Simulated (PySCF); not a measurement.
# Two runs on C4H7B

System: C4H7B.
Method of the first run: TDDFT PBE0/def2-TZVP, vertical, gas phase, core orbitals frozen in the response (PySCF 2.14.0).

The geometry comes from this level: PBE0-D3(BJ)/def2-SVP. Text and figures count atoms from 1; the logs count them from 0 in places.

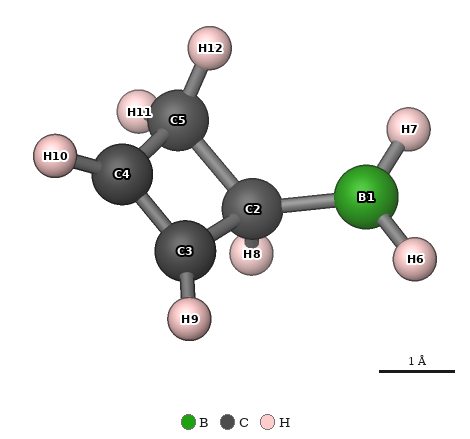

Fig. 1: The structure as given in the input (ball-and-stick view, seen at a tilt; atoms are numbered from 1 in the order of the input). Bond lengths as drawn: B–C 1.55 Å, B–H 1.21 Å, C–C 1.34 to 1.56 Å and C–H 1.09 to 1.12 Å.

**Input, the first run**
```
{"job": {"kind": "uv", "xc": "PBE0", "basis": "def2-TZVP"}, "charge": 0, "multiplicity": 1}
B      1.629732    -0.097461     0.494128
C      0.175267    -0.275178    -0.013823
C     -1.064698     0.042105     0.791455
C     -1.610158     0.798708    -0.172938
C     -0.471798     0.591244    -1.142777
H      1.913511    -0.347668     1.644290
H      2.516416     0.194116    -0.278135
H      0.237645    -1.356856    -0.302520
H     -1.371594    -0.237439     1.803212
H     -2.534891     1.377936    -0.241215
H     -0.720582     0.045914    -2.068339
H      0.098647     1.494897    -1.415111
```

The first line tells a small driver script what to run in PySCF; the rest is the geometry in Å.

Launched with:
```bash
OMP_NUM_THREADS=1 python <driver script> task.json out
```

Hardware: 1 CPU thread, shared host.

**Output (the first run)**
```
coarse grid: 9776 points
cycle   1  E = -181.2040366286  dE =  4.925e-01  |g| = 3.459e-01  |ddm| = 2.528e+00
cycle   2  E = -181.1940830620  dE =  9.954e-03  |g| = 4.072e-01  |ddm| = 8.153e-01
cycle   3  E = -181.2372732372  dE = -4.319e-02  |g| = 3.736e-02  |ddm| = 5.150e-01
cycle   4  E = -181.2375841237  dE = -3.109e-04  |g| = 1.273e-02  |ddm| = 4.762e-02
cycle   5  E = -181.2376275929  dE = -4.347e-05  |g| = 3.431e-03  |ddm| = 1.309e-02
cycle   6  E = -181.2376301093  dE = -2.516e-06  |g| = 1.224e-03  |ddm| = 3.344e-03
final grid: 93648 points
cycle   7  E = -181.2273849255  dE = -4.281e-05  |g| = 6.710e-03  |ddm| = 8.782e-02
cycle   8  E = -181.2273779558  dE =  6.970e-06  |g| = 8.486e-03  |ddm| = 1.547e-02
cycle   9  E = -181.2273963720  dE = -1.842e-05  |g| = 9.237e-04  |ddm| = 8.126e-03
cycle  10  E = -181.2273965387  dE = -1.667e-07  |g| = 4.637e-04  |ddm| = 1.022e-03
cycle  11  E = -181.2273965928  dE = -5.409e-08  |g| = 6.951e-05  |ddm| = 3.756e-04
cycle  12  E = -181.2273965940  dE = -1.188e-09  |g| = 1.696e-05  |ddm| = 6.957e-05
cycle  13  E = -181.2273965941  dE = -6.975e-11  |g| = 4.183e-06  |ddm| = 1.923e-05
converged SCF energy = -181.2273965941

Static polarisability (au): isotropic 59.165, principal 45.202 61.153 71.140

Singlet excitations
state   eV       nm        f      main configurations
  1   4.5248    274.0   0.00359   H->L 0.98
  2   5.6476    219.5   0.00033   H-1->L 0.92
  3   6.0200    206.0   0.00492   H-2->L 0.90
  4   6.8994    179.7   0.15572   H->L+1 0.87
  5   7.0059    177.0   0.00926   H-3->L 0.49, H-4->L 0.41
  6   7.2657    170.6   0.05230   H->L+2 0.44, H-4->L 0.27, H-3->L 0.21
  7   7.3293    169.2   0.07668   H->L+2 0.49, H-4->L 0.24, H-3->L 0.20
  8   7.4826    165.7   0.00923   H-1->L+1 0.68, H-2->L+1 0.18
  9   7.6621    161.8   0.00929   H-2->L+1 0.65, H-1->L+1 0.23
 10   8.0019    154.9   0.00454   H->L+3 0.93

Triplet excitations (Tamm-Dancoff, eV): 4.1748 4.2548 5.0411 5.6329
```

For the second run the input was changed thus:
```diff
-"basis": "def2-TZVP"
+"basis": "def2-TZVPD"
```

What does this change do to the results?

The total energy of the second run is 0.29 kcal/mol lower, which measures the change of basis and not a stability. The strongest computed line goes from 6.90 to 6.82 eV. The number of SCF iterations is the same. The basis functions go from 197 to 248.

**Output (the second run)**
```
coarse grid: 9776 points
cycle   1  E = -181.2045437592  dE =  4.923e-01  |g| = 3.459e-01  |ddm| = 4.113e+00
cycle   2  E = -181.1940293042  dE =  1.051e-02  |g| = 4.091e-01  |ddm| = 1.523e+00
cycle   3  E = -181.2377322488  dE = -4.370e-02  |g| = 3.772e-02  |ddm| = 9.776e-01
cycle   4  E = -181.2380509529  dE = -3.187e-04  |g| = 1.264e-02  |ddm| = 8.936e-02
cycle   5  E = -181.2380940999  dE = -4.315e-05  |g| = 3.426e-03  |ddm| = 2.588e-02
cycle   6  E = -181.2380965796  dE = -2.480e-06  |g| = 1.284e-03  |ddm| = 6.623e-03
final grid: 93648 points
cycle   7  E = -181.2278539064  dE = -4.520e-05  |g| = 6.750e-03  |ddm| = 2.611e-01
cycle   8  E = -181.2278464450  dE =  7.461e-06  |g| = 8.629e-03  |ddm| = 2.830e-02
cycle   9  E = -181.2278654730  dE = -1.903e-05  |g| = 9.705e-04  |ddm| = 1.485e-02
cycle  10  E = -181.2278656609  dE = -1.880e-07  |g| = 4.738e-04  |ddm| = 1.733e-03
cycle  11  E = -181.2278657174  dE = -5.649e-08  |g| = 6.919e-05  |ddm| = 5.650e-04
cycle  12  E = -181.2278657186  dE = -1.183e-09  |g| = 1.682e-05  |ddm| = 1.572e-04
cycle  13  E = -181.2278657187  dE = -7.083e-11  |g| = 4.166e-06  |ddm| = 3.493e-05
converged SCF energy = -181.2278657187

Static polarisability (au): isotropic 61.764, principal 48.500 63.354 73.438

Singlet excitations
state   eV       nm        f      main configurations
  1   4.5160    274.5   0.00348   H->L 0.98
  2   5.6405    219.8   0.00040   H-1->L 0.92
  3   6.0096    206.3   0.00364   H-2->L 0.89
  4   6.4447    192.4   0.03068   H->L+2 0.50, H->L+1 0.43
  5   6.8242    181.7   0.12744   H->L+1 0.48, H->L+2 0.29, H->L+3 0.11
  6   6.9669    178.0   0.03275   H->L+3 0.61, H->L+5 0.16, H->L+4 0.09
  7   6.9955    177.2   0.00737   H-3->L 0.49, H-4->L 0.39
  8   7.0916    174.8   0.01190   H->L+5 0.66, H->L+4 0.20, H->L+3 0.09
  9   7.2360    171.3   0.01572   H->L+4 0.43, H-4->L 0.13, H->L+5 0.12
 10   7.3003    169.8   0.11499   H-4->L 0.36, H-3->L 0.29, H->L+4 0.20

Triplet excitations (Tamm-Dancoff, eV): 4.1663 4.2477 5.0308 5.6209
```

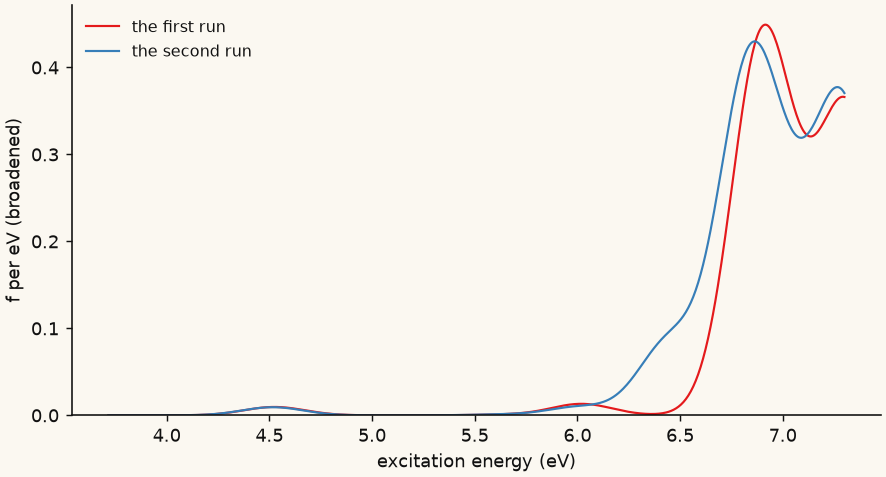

Fig. 2: Absorption of the two runs from their computed states, each broadened by a Gaussian of 0.35 eV full width; the range ends where the shorter list of states ends.

**The two runs side by side**

```csv
quantity,the first run,the second run
outcome,converged,converged
total energy (hartree),−181.227397,−181.227866
HOMO (eV),−7.08,−7.09
LUMO (eV),−1.30,−1.32
dipole moment (D),0.62,0.61
lowest excitation (eV),4.52,4.52
SCF iterations,13,13
strongest computed line (eV),6.90,6.82
basis functions,197,248
wall time (shared host),25 s,39 s
```
